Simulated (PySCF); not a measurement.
Geometry relaxation, with input and output: Si2H3OF (part 3 of 3)

The same run, continued: Si2H3OF, SMILES F[Si]O[SiH3]; HF/Sapporo-DZP, RHF (PySCF 2.14.0). The atoms were displaced at random from an optimised geometry.

Geometry of the input (Å):
```
F  0.6660  -1.8415  1.6041
Si -0.4565  -2.1542  0.5211
O  -0.5470  -0.7489  -0.2697
Si 0.0254  0.7060  -0.4120
H  -0.7142  1.5349  -1.5647
H  -0.3628  1.6492  0.8464
H  1.4729  0.8324  -0.5962
```

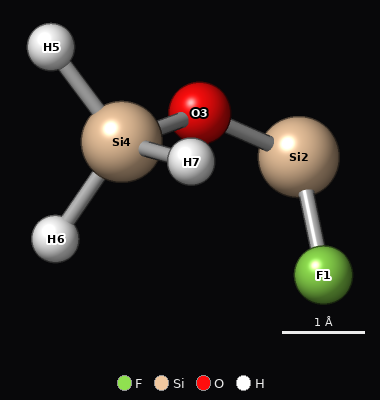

Figure 1. The geometry at step 10 of the log (ball-and-stick view, seen at a tilt; atoms are numbered from 1 in the order of the input).

### Output, continued
```
Geometry optimization cycle 19
Cartesian coordinates (Angstrom)
 Atom        New coordinates             dX        dY        dZ
   F   0.652048  -1.780143   1.645256   -0.000135  0.000025  0.000115
  Si  -0.455549  -2.166891   0.502304    0.000042 -0.000026 -0.000039
   O  -0.561550  -0.744292  -0.312192    0.000062 -0.000016 -0.000032
  Si  -0.002002   0.830111  -0.400834    0.000013  0.000001 -0.000013
   H  -0.687517   1.478355  -1.538212   -0.000056  0.000012  0.000037
   H  -0.321654   1.538603   0.857487    0.000073 -0.000043  0.000027
   H   1.459952   0.822010  -0.624734    0.000002  0.000047 -0.000094
converged SCF energy = -753.98008049584
--------------- DFRHF_Scanner gradients ---------------
         x                y                z
0 F    -0.0000004578     0.0000002177     0.0000007653
1 Si     0.0000007150    -0.0000011716    -0.0000006297
2 O     0.0000001355     0.0000009198    -0.0000003244
3 Si    -0.0000001819     0.0000000037     0.0000001334
4 H    -0.0000001158    -0.0000000473     0.0000001591
5 H     0.0000000092    -0.0000001805     0.0000000499
6 H    -0.0000001042     0.0000002582    -0.0000001537
----------------------------------------------
cycle 19: E = -753.980080496  dE = -3.68118e-10  norm(grad) = 2.07866e-06
Step   18 : Displace = 9.647e-05/1.734e-04 (rms/max) Trust = 3.000e-01 (=) Grad = 7.857e-07/1.510e-06 (rms/max) E (change) = -753.9800804958 (-3.681e-10) Quality = 1.174
Hessian Eigenvalues: 1.11106e-03 3.13837e-02 3.36833e-02 ... 3.42692e-01 4.55133e-01 5.39504e-01

Geometry optimization cycle 20
Cartesian coordinates (Angstrom)
 Atom        New coordinates             dX        dY        dZ
   F   0.652110  -1.780145   1.645202    0.000062 -0.000003 -0.000054
  Si  -0.455572  -2.166877   0.502327   -0.000023  0.000014  0.000022
   O  -0.561588  -0.744283  -0.312175   -0.000038  0.000009  0.000017
  Si  -0.002008   0.830109  -0.400829   -0.000006 -0.000002  0.000005
   H  -0.687485   1.478348  -1.538232    0.000032 -0.000006 -0.000021
   H  -0.321681   1.538623   0.857475   -0.000027  0.000020 -0.000012
   H   1.459951   0.821980  -0.624691   -0.000001 -0.000030  0.000043
converged SCF energy = -753.980080495712
--------------- DFRHF_Scanner gradients ---------------
         x                y                z
0 F     0.0000009509    -0.0000001944    -0.0000007770
1 Si    -0.0000011148     0.0000001348     0.0000010895
2 O     0.0000001245     0.0000000210    -0.0000003628
3 Si     0.0000001639     0.0000000220    -0.0000001376
4 H     0.0000002340    -0.0000000119    -0.0000001207
5 H    -0.0000003682     0.0000000247    -0.0000000658
6 H     0.0000000098     0.0000000040     0.0000003745
----------------------------------------------
cycle 20: E = -753.980080496  dE = 1.27102e-10  norm(grad) = 2.13023e-06
Step   19 : Displace = 4.687e-05/8.370e-05 (rms/max) Trust = 3.000e-01 (=) Grad = 8.052e-07/1.565e-06 (rms/max) E (change) = -753.9800804957 (+1.271e-10) Quality = -0.938
Hessian Eigenvalues: 1.09030e-03 3.15295e-02 4.39748e-02 ... 3.42080e-01 4.53428e-01 5.39396e-01

Geometry optimization cycle 21
Cartesian coordinates (Angstrom)
 Atom        New coordinates             dX        dY        dZ
   F   0.652075  -1.780140   1.645231   -0.000035  0.000005  0.000030
  Si  -0.455558  -2.166884   0.502314    0.000014 -0.000007 -0.000013
   O  -0.561577  -0.744285  -0.312179    0.000011 -0.000002 -0.000003
  Si  -0.002005   0.830109  -0.400832    0.000003  0.000001 -0.000003
   H  -0.687497   1.478351  -1.538224   -0.000013  0.000002  0.000008
   H  -0.321662   1.538619   0.857478    0.000019 -0.000004  0.000004
   H   1.459952   0.821985  -0.624713    0.000001  0.000005 -0.000022
converged SCF energy = -753.980080495817
--------------- DFRHF_Scanner gradients ---------------
         x                y                z
0 F     0.0000001788    -0.0000000314    -0.0000000692
1 Si    -0.0000000682    -0.0000002107     0.0000000751
2 O     0.0000000105     0.0000002012    -0.0000000955
3 Si     0.0000000068    -0.0000000044    -0.0000000443
4 H     0.0000000730    -0.0000000253    -0.0000000182
5 H    -0.0000001858     0.0000000032     0.0000000038
6 H    -0.0000000153     0.0000000674     0.0000001483
----------------------------------------------
cycle 21: E = -753.980080496  dE = -1.04933e-10  norm(grad) = 4.60208e-07
Step   20 : Displace = 2.318e-05/4.292e-05 (rms/max) Trust = 2.344e-05 (-) Grad = 1.739e-07/2.338e-07 (rms/max) E (change) = -753.9800804958 (-1.049e-10) Quality = 1.072
Hessian Eigenvalues: 1.09030e-03 3.15295e-02 4.39748e-02 ... 3.42080e-01 4.53428e-01 5.39396e-01
Converged! =D

converged: True
F           0.65207547       -1.78014027        1.64523148
Si         -0.45555765       -2.16688405        0.50231352
O          -0.56157718       -0.74428522       -0.31217878
Si         -0.00200488        0.83010911       -0.40083160
H          -0.68749736        1.47835066       -1.53822408
H          -0.32166212        1.53861918        0.85747825
H           1.45995172        0.82198459       -0.62471279
converged SCF energy = -753.980080495817
E = -753.9800804958 Eh
```

### Trajectory as extended XYZ (Å, eV, eV/Å), 21 frames, from step=0 to step=20
```
7
Properties=species:S:1:pos:R:3:forces:R:3 step=0 energy=-20516.22042
F     0.6660   -1.8415    1.6041    1.0817   0.3894   0.9790
Si   -0.4565   -2.1542    0.5211   -1.1583  -1.8584  -0.3111
O    -0.5470   -0.7489   -0.2697   -0.9572  -2.0038  -0.3509
Si    0.0254    0.7060   -0.4120   -0.6733   6.6893   0.0337
H    -0.7142    1.5349   -1.5647    0.8902  -1.3350   1.0019
H    -0.3628    1.6492    0.8464    0.5486  -1.4618  -1.2528
H     1.4729    0.8324   -0.5962    0.2683  -0.4197  -0.0999
7
Properties=species:S:1:pos:R:3:forces:R:3 step=1 energy=-20516.79928
F     0.6946   -1.8436    1.5935    0.3600   0.0659   0.3560
Si   -0.4672   -2.1708    0.5130   -0.3413  -0.0085  -0.3595
O    -0.5670   -0.7172   -0.2594   -0.4144  -1.0683   0.1087
Si   -0.0181    0.8169   -0.3923    0.6681   0.9161  -0.1264
H    -0.6579    1.4644   -1.5309   -0.2216   0.0591  -0.4375
H    -0.3479    1.6049    0.7907   -0.1101   0.1025   0.4712
H     1.4472    0.8231   -0.5854    0.0592  -0.0668  -0.0126
7
Properties=species:S:1:pos:R:3:forces:R:3 step=2 energy=-20516.83732
F     0.6938   -1.8559    1.6099    0.0983   0.0232   0.0977
Si   -0.4680   -2.1730    0.5089   -0.1003   0.1768  -0.1866
O    -0.5662   -0.7165   -0.2608   -0.1617  -0.5201   0.1148
Si   -0.0122    0.8407   -0.3959    0.1603   0.4165  -0.0312
H    -0.6724    1.4592   -1.5724    0.0365  -0.0526   0.0979
H    -0.3476    1.6033    0.8344    0.0159  -0.0722  -0.1005
H     1.4565    0.8200   -0.5951   -0.0491   0.0283   0.0078
7
Properties=species:S:1:pos:R:3:forces:R:3 step=3 energy=-20516.84185
F     0.6883   -1.8538    1.6174    0.0129   0.0073   0.0105
Si   -0.4709   -2.1718    0.5071   -0.0122   0.1043  -0.0551
O    -0.5682   -0.7206   -0.2628   -0.0299  -0.1841   0.0303
Si   -0.0065    0.8447   -0.3982    0.0379   0.0591   0.0049
H    -0.6751    1.4559   -1.5666    0.0043   0.0030   0.0134
H    -0.3433    1.5916    0.8334    0.0013   0.0115  -0.0051
H     1.4594    0.8318   -0.6012   -0.0144  -0.0011   0.0012
7
Properties=species:S:1:pos:R:3:forces:R:3 step=4 energy=-20516.84241
F     0.6881   -1.8453    1.6168   -0.0016  -0.0011  -0.0013
Si   -0.4697   -2.1710    0.5056    0.0109   0.0209   0.0084
O    -0.5705   -0.7249   -0.2659   -0.0137  -0.0150  -0.0226
Si   -0.0064    0.8433   -0.3975    0.0086  -0.0053   0.0217
H    -0.6738    1.4573   -1.5638   -0.0073   0.0052  -0.0039
H    -0.3423    1.5898    0.8345   -0.0009   0.0001  -0.0023
H     1.4583    0.8286   -0.6007    0.0041  -0.0047   0.0000
7
Properties=species:S:1:pos:R:3:forces:R:3 step=5 energy=-20516.84258
F     0.6878   -1.8370    1.6169   -0.0036  -0.0004  -0.0038
Si   -0.4679   -2.1696    0.5052    0.0123  -0.0165   0.0271
O    -0.5726   -0.7269   -0.2699   -0.0102   0.0321  -0.0381
Si   -0.0065    0.8416   -0.3973    0.0016  -0.0152   0.0101
H    -0.6737    1.4601   -1.5618   -0.0012  -0.0009   0.0005
H    -0.3418    1.5854    0.8360   -0.0013   0.0025   0.0058
H     1.4584    0.8241   -0.6000    0.0024  -0.0015  -0.0016
7
Properties=species:S:1:pos:R:3:forces:R:3 step=6 energy=-20516.84284
F     0.6865   -1.8173    1.6171   -0.0028   0.0006  -0.0035
Si   -0.4637   -2.1669    0.5046    0.0084  -0.0512   0.0394
O    -0.5774   -0.7310   -0.2801   -0.0055   0.0664  -0.0442
Si   -0.0065    0.8375   -0.3969   -0.0053  -0.0148   0.0131
H    -0.6729    1.4652   -1.5567    0.0008  -0.0013  -0.0046
H    -0.3404    1.5753    0.8408    0.0036  -0.0038   0.0016
H     1.4582    0.8149   -0.5997    0.0007   0.0040  -0.0018
7
Properties=species:S:1:pos:R:3:forces:R:3 step=7 energy=-20516.84301
F     0.6841   -1.7976    1.6180   -0.0007   0.0008  -0.0015
Si   -0.4598   -2.1650    0.5047    0.0012  -0.0429   0.0280
O    -0.5818   -0.7348   -0.2905    0.0005   0.0496  -0.0298
Si   -0.0066    0.8332   -0.3966   -0.0095  -0.0064  -0.0033
H    -0.6722    1.4707   -1.5522    0.0059  -0.0058   0.0024
H    -0.3379    1.5636    0.8458    0.0026  -0.0005   0.0066
H     1.4580    0.8078   -0.6001    0.0000   0.0051  -0.0024
7
Properties=species:S:1:pos:R:3:forces:R:3 step=8 energy=-20516.84308
F     0.6820   -1.7892    1.6192    0.0002   0.0004  -0.0005
Si   -0.4584   -2.1647    0.5050   -0.0034  -0.0137   0.0092
O    -0.5832   -0.7364   -0.2957    0.0057   0.0135  -0.0093
Si   -0.0066    0.8313   -0.3967   -0.0054   0.0003   0.0030
H    -0.6718    1.4725   -1.5500    0.0008  -0.0006  -0.0013
H    -0.3362    1.5578    0.8488    0.0028  -0.0023  -0.0003
H     1.4579    0.8064   -0.6016   -0.0006   0.0024  -0.0009
7
Properties=species:S:1:pos:R:3:forces:R:3 step=9 energy=-20516.84310
F     0.6808   -1.7891    1.6203    0.0003  -0.0002   0.0001
Si   -0.4586   -2.1651    0.5053   -0.0040   0.0037   0.0000
O    -0.5824   -0.7366   -0.2964    0.0066  -0.0051  -0.0010
Si   -0.0065    0.8313   -0.3969   -0.0035   0.0017  -0.0007
H    -0.6723    1.4726   -1.5499    0.0001  -0.0004   0.0014
H    -0.3353    1.5567    0.8493    0.0005   0.0003   0.0010
H     1.4580    0.8080   -0.6026   -0.0001   0.0000  -0.0008
7
Properties=species:S:1:pos:R:3:forces:R:3 step=10 energy=-20516.84311
F     0.6792   -1.7893    1.6217    0.0002  -0.0003   0.0000
Si   -0.4587   -2.1654    0.5054   -0.0038   0.0099  -0.0033
O    -0.5811   -0.7368   -0.2971    0.0068  -0.0115   0.0021
Si   -0.0062    0.8314   -0.3972   -0.0016   0.0017   0.0015
H    -0.6730    1.4726   -1.5495   -0.0015   0.0011   0.0005
H    -0.3345    1.5558    0.8498    0.0000   0.0003  -0.0004
H     1.4581    0.8095   -0.6040    0.0000  -0.0012  -0.0004
7
Properties=species:S:1:pos:R:3:forces:R:3 step=11 energy=-20516.84313
F     0.6735   -1.7886    1.6269   -0.0001  -0.0005   0.0001
Si   -0.4588   -2.1659    0.5052   -0.0027   0.0185  -0.0080
O    -0.5765   -0.7383   -0.3001    0.0060  -0.0199   0.0065
Si   -0.0053    0.8313   -0.3981    0.0014   0.0013   0.0024
H    -0.6760    1.4734   -1.5476   -0.0034   0.0027   0.0005
H    -0.3316    1.5523    0.8515   -0.0014   0.0012  -0.0014
H     1.4585    0.8136   -0.6087    0.0003  -0.0032  -0.0001
7
Properties=species:S:1:pos:R:3:forces:R:3 step=12 energy=-20516.84316
F     0.6639   -1.7859    1.6352   -0.0004  -0.0005   0.0001
Si   -0.4582   -2.1665    0.5044   -0.0010   0.0194  -0.0093
O    -0.5693   -0.7409   -0.3055    0.0039  -0.0204   0.0081
Si   -0.0038    0.8310   -0.3995    0.0035   0.0007   0.0034
H    -0.6812    1.4752   -1.5437   -0.0043   0.0036  -0.0002
H    -0.3269    1.5460    0.8544   -0.0020   0.0012  -0.0024
H     1.4592    0.8189   -0.6163    0.0003  -0.0040   0.0002
7
Properties=species:S:1:pos:R:3:forces:R:3 step=13 energy=-20516.84319
F     0.6548   -1.7822    1.6430   -0.0004  -0.0002   0.0002
Si   -0.4569   -2.1668    0.5033    0.0003   0.0105  -0.0055
O    -0.5628   -0.7435   -0.3107    0.0011  -0.0108   0.0050
Si   -0.0024    0.8304   -0.4006    0.0027   0.0001   0.0018
H    -0.6861    1.4773   -1.5397   -0.0026   0.0022  -0.0001
H    -0.3228    1.5401    0.8569   -0.0014   0.0008  -0.0015
H     1.4598    0.8225   -0.6230    0.0002  -0.0025   0.0002
7
Properties=species:S:1:pos:R:3:forces:R:3 step=14 energy=-20516.84319
F     0.6519   -1.7804    1.6454   -0.0002   0.0000   0.0001
Si   -0.4560   -2.1668    0.5026    0.0004   0.0019  -0.0013
O    -0.5610   -0.7444   -0.3124   -0.0002  -0.0020   0.0012
Si   -0.0019    0.8301   -0.4009    0.0009  -0.0001   0.0005
H    -0.6877    1.4783   -1.5382   -0.0006   0.0006  -0.0001
H    -0.3215    1.5383    0.8576   -0.0004   0.0002  -0.0005
H     1.4600    0.8228   -0.6250    0.0001  -0.0007   0.0001
7
Properties=species:S:1:pos:R:3:forces:R:3 step=15 energy=-20516.84319
F     0.6522   -1.7803    1.6451   -0.0001   0.0000   0.0001
Si   -0.4558   -2.1668    0.5025    0.0002  -0.0002  -0.0001
O    -0.5615   -0.7443   -0.3122   -0.0002   0.0002   0.0000
Si   -0.0020    0.8301   -0.4008    0.0001  -0.0001   0.0000
H    -0.6875    1.4783   -1.5382    0.0000   0.0000   0.0000
H    -0.3218    1.5386    0.8575    0.0000   0.0000   0.0000
H     1.4600    0.8221   -0.6247    0.0000   0.0000   0.0000
7
Properties=species:S:1:pos:R:3:forces:R:3 step=16 energy=-20516.84319
F     0.6520   -1.7801    1.6453    0.0000   0.0000   0.0000
Si   -0.4556   -2.1668    0.5023    0.0000  -0.0004   0.0001
O    -0.5615   -0.7444   -0.3123   -0.0001   0.0004  -0.0001
Si   -0.0020    0.8301   -0.4008   -0.0001   0.0000  -0.0001
H    -0.6876    1.4784   -1.5381    0.0001  -0.0001   0.0000
H    -0.3217    1.5385    0.8575    0.0001   0.0000   0.0000
H     1.4600    0.8221   -0.6248    0.0000   0.0000   0.0000
7
Properties=species:S:1:pos:R:3:forces:R:3 step=17 energy=-20516.84319
F     0.6522   -1.7802    1.6451    0.0000   0.0000   0.0000
Si   -0.4556   -2.1669    0.5023    0.0000  -0.0001   0.0000
O    -0.5616   -0.7443   -0.3122    0.0000   0.0001   0.0000
Si   -0.0020    0.8301   -0.4008   -0.0001   0.0000   0.0000
H    -0.6875    1.4783   -1.5382    0.0000   0.0000   0.0000
H    -0.3217    1.5386    0.8575    0.0000   0.0000   0.0000
H     1.4600    0.8220   -0.6246    0.0000   0.0000   0.0000
7
Properties=species:S:1:pos:R:3:forces:R:3 step=18 energy=-20516.84319
F     0.6520   -1.7801    1.6453    0.0000   0.0000   0.0000
Si   -0.4555   -2.1669    0.5023    0.0000   0.0001   0.0000
O    -0.5615   -0.7443   -0.3122    0.0000   0.0000   0.0000
Si   -0.0020    0.8301   -0.4008    0.0000   0.0000   0.0000
H    -0.6875    1.4784   -1.5382    0.0000   0.0000   0.0000
H    -0.3217    1.5386    0.8575    0.0000   0.0000   0.0000
H     1.4600    0.8220   -0.6247    0.0000   0.0000   0.0000
7
Properties=species:S:1:pos:R:3:forces:R:3 step=19 energy=-20516.84319
F     0.6521   -1.7801    1.6452    0.0000   0.0000   0.0000
Si   -0.4556   -2.1669    0.5023    0.0001   0.0000  -0.0001
O    -0.5616   -0.7443   -0.3122    0.0000   0.0000   0.0000
Si   -0.0020    0.8301   -0.4008    0.0000   0.0000   0.0000
H    -0.6875    1.4783   -1.5382    0.0000   0.0000   0.0000
H    -0.3217    1.5386    0.8575    0.0000   0.0000   0.0000
H     1.4600    0.8220   -0.6247    0.0000   0.0000   0.0000
7
Properties=species:S:1:pos:R:3:forces:R:3 step=20 energy=-20516.84319
F     0.6521   -1.7801    1.6452    0.0000   0.0000   0.0000
Si   -0.4556   -2.1669    0.5023    0.0000   0.0000   0.0000
O    -0.5616   -0.7443   -0.3122    0.0000   0.0000   0.0000
Si   -0.0020    0.8301   -0.4008    0.0000   0.0000   0.0000
H    -0.6875    1.4784   -1.5382    0.0000   0.0000   0.0000
H    -0.3217    1.5386    0.8575    0.0000   0.0000   0.0000
H     1.4600    0.8220   -0.6247    0.0000   0.0000   0.0000
```

### Summary

```json
{"quantity": "outcome", "value": "converged"}
{"quantity": "total energy", "value": "−753.980080 hartree"}
{"quantity": "basis functions", "value": "79"}
{"quantity": "HOMO", "value": "−10.44 eV"}
{"quantity": "LUMO", "value": "1.35 eV"}
{"quantity": "dipole moment", "value": "1.13 D"}
{"quantity": "hardware", "value": "1 thread of Arm Neoverse V2, 24 GiB of memory available, shared host"}
{"quantity": "wall time", "value": "54 s"}
{"quantity": "peak memory", "value": "0.26 GiB"}
```
